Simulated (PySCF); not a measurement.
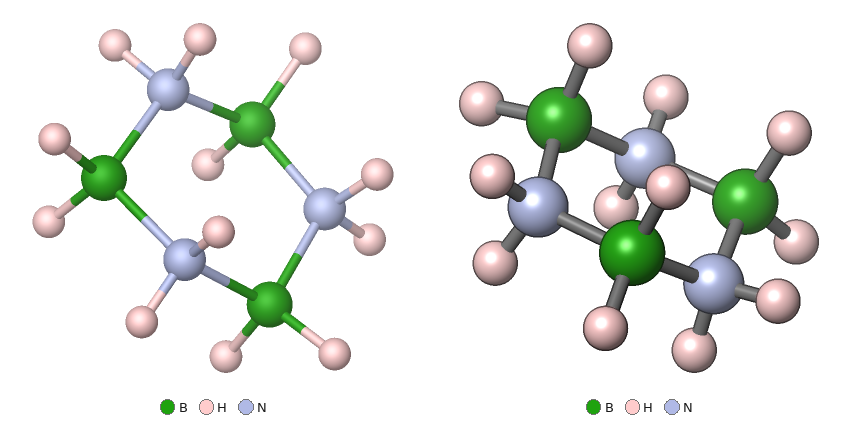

Both panels show the same species.

Computed geometry: PBE0-D3(BJ)/def2-SVP optimisation. No frequency run is at hand to confirm it as a minimum.

> Give the formula.

B₃H₁₂N₃, 18 atoms: 3 boron, 12 hydrogen and 3 nitrogen.

> Count the bonded pairs by element.

6 B–N, 6 B–H, 6 N–H. Sticks follow a distance rule.

> What is the point group of this geometry?

C3v.

> How many sets of symmetry-equivalent atoms are there?

6: 3 B, 3 H, 3 H, 3 N, 3 H, 3 H.

More results for the same structure follow; atom numbers are the same in all pictures, views and colours differ.

**Geometry**

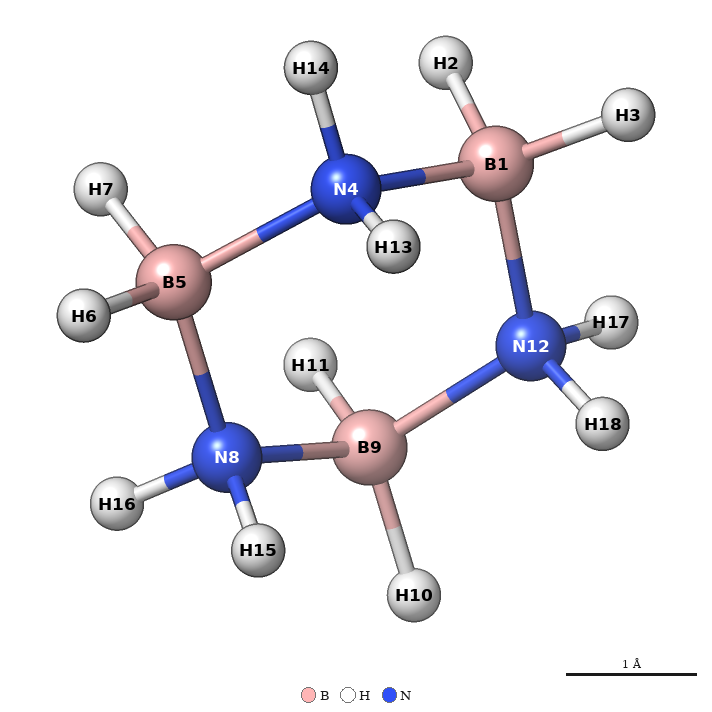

No frequency run is at hand to confirm it as a minimum.

Estimate the angles N4–B1–N12, H3–B1–N4, H2–B1–N4, B1–N4–B5, B1–N4–H14, B1–N4–H13.

| angle | degrees |
| --- | --- |
| N4–B1–N12 | 107.7 |
| H3–B1–N4 | 109.2 |
| H2–B1–N4 | 108.7 |
| B1–N4–B5 | 117.8 |
| B1–N4–H14 | 106.4 |
| B1–N4–H13 | 110.5 |

**Bond orders**

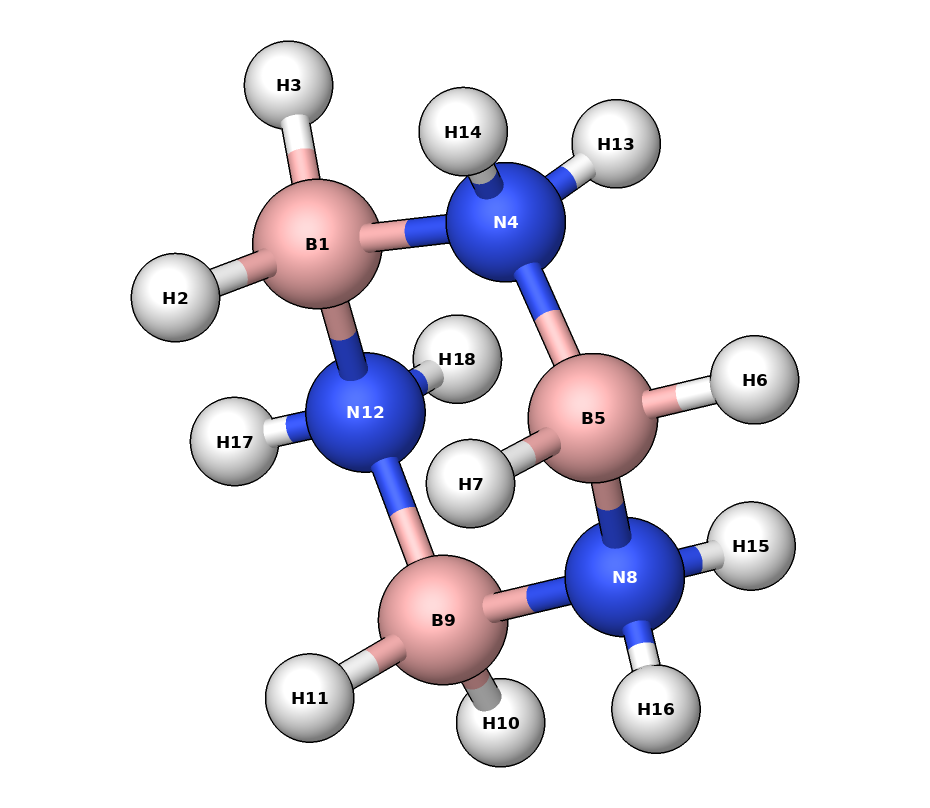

Every bond is drawn as one stick. No frequency run is at hand to confirm it as a minimum. Level of theory: PBE0/pcSseg-1 (PySCF 2.14.0).

List the Mayer bond orders of B1–H3, B1–H2, B1–N4, N4–H14, N4–H13 (one bond of each equivalent set).

```csv
bond,Mayer order,length (Å)
B1–H3,0.98,1.228
B1–H2,1.00,1.219
B1–N4,0.73,1.582
N4–H14,0.94,1.020
N4–H13,0.93,1.021
```

**NMR shielding**

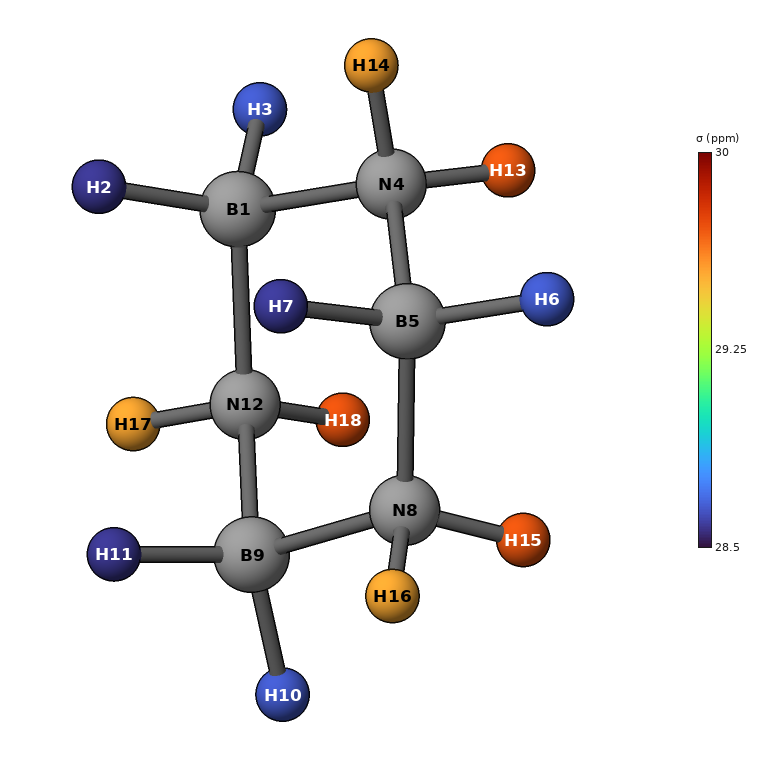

Atoms are coloured by their isotropic NMR shieldings (H only, the others grey). No frequency run is at hand to confirm it as a minimum. Level of theory: GIAO PBE0/pcSseg-1 NMR shielding, non-relativistic, gas phase (PySCF 2.14.0).

Give the isotropic NMR shieldings of the H atoms atom by atom.

```json
{"atom": "H2", "σ (ppm)": "28.59"}
{"atom": "H3", "σ (ppm)": "28.66"}
{"atom": "H6", "σ (ppm)": "28.66"}
{"atom": "H7", "σ (ppm)": "28.59"}
{"atom": "H10", "σ (ppm)": "28.66"}
{"atom": "H11", "σ (ppm)": "28.59"}
{"atom": "H13", "σ (ppm)": "29.70"}
{"atom": "H14", "σ (ppm)": "29.54"}
{"atom": "H15", "σ (ppm)": "29.70"}
{"atom": "H16", "σ (ppm)": "29.53"}
{"atom": "H17", "σ (ppm)": "29.54"}
{"atom": "H18", "σ (ppm)": "29.71"}
```

**Electronic properties**

No frequency run is at hand to confirm it as a minimum. Properties computed with KT2/pcSseg-1, gas phase (PySCF 2.14.0).

Predict the main results.

- dipole moment: 3.57 D
- HOMO energy (Kohn–Sham orbital): −6.58 eV
- LUMO energy (Kohn–Sham orbital): −0.42 eV
- HOMO–LUMO gap: 6.16 eV
